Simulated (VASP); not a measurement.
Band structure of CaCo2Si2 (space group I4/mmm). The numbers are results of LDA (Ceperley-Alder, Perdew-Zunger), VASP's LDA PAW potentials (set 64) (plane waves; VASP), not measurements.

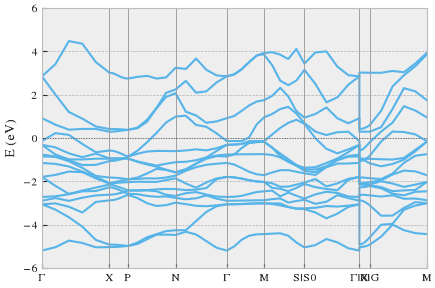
Bands along high-symmetry lines, zero at the valence-band maximum or, without a gap, the Fermi level

### Question
Read the plot: is there a gap, and where are the band edges?

### Answer
It has no gap at this level: it comes out as a metal or semimetal.

The structure comes from a computed database's CaCo2Si2 entry (I4/mmm); how it stands against other phases isn't given here. The cell was not relaxed at this level. The run is not spin-polarised, so no magnetic state was tried.
